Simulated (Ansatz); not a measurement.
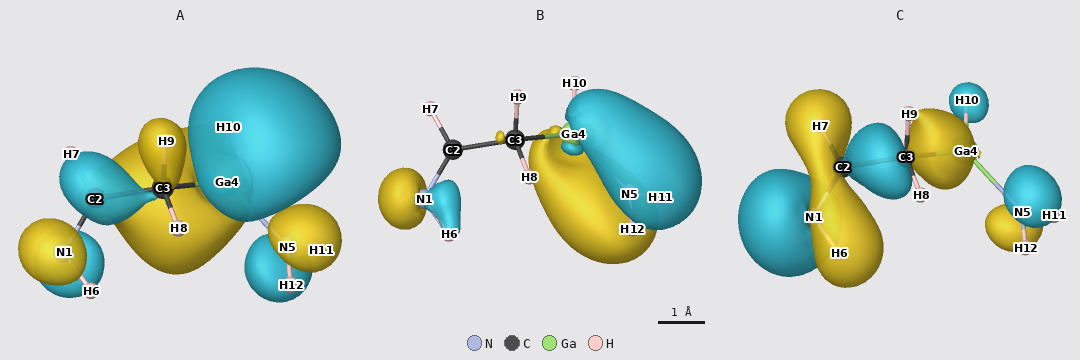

Figure 1: C2H7GaN2. Three frontier orbitals at ±0.08 Å⁻³ᐟ² (yellow and cyan are the two phases), in no order.

Method: RKS B3LYP-D4/def2-SVP in Ansatz 0.2.0.

```yaml
atoms:
  - { symbol: N, position_ang: [-1.3232, 1.5782, 1.4987] }
  - { symbol: C, position_ang: [-0.1491, 1.0863, 1.4394] }
  - { symbol: C, position_ang: [0.2710, -0.2772, 0.9907] }
  - { symbol: Ga, position_ang: [0.8974, -0.1935, -0.9089] }
  - { symbol: N, position_ang: [-0.1147, -1.0911, -2.1247] }
  - { symbol: H, position_ang: [-2.0187, 0.8718, 1.2173] }
  - { symbol: H, position_ang: [0.6824, 1.7614, 1.7195] }
  - { symbol: H, position_ang: [-0.5610, -0.9980, 1.0517] }
  - { symbol: H, position_ang: [1.1148, -0.6472, 1.5969] }
  - { symbol: H, position_ang: [2.1498, 0.5878, -1.4258] }
  - { symbol: H, position_ang: [0.0739, -1.1048, -3.1218] }
  - { symbol: H, position_ang: [-0.9456, -1.6288, -1.8992] }
```

### Order the three orbitals by energy and name them.

B is the HOMO−1 (−7.15 eV). Its weight (Hirshfeld) is mainly on N5 (about 70 %) and Ga4 (about 15 %); largely a lone pair of N5. C is the HOMO (−6.81 eV). Its weight (Hirshfeld) is mainly on N1 (about 60 %), C2 (about 10 %), C3 (about 10 %) and H6 (about 5 %). A is the LUMO (−0.86 eV). It lies mainly on Ga4 (about 60 %), N5 (about 10 %), N1 (about 5 %) and C2 (about 5 %).

### What is the HOMO–LUMO gap?

5.95 eV between the orbital energies.
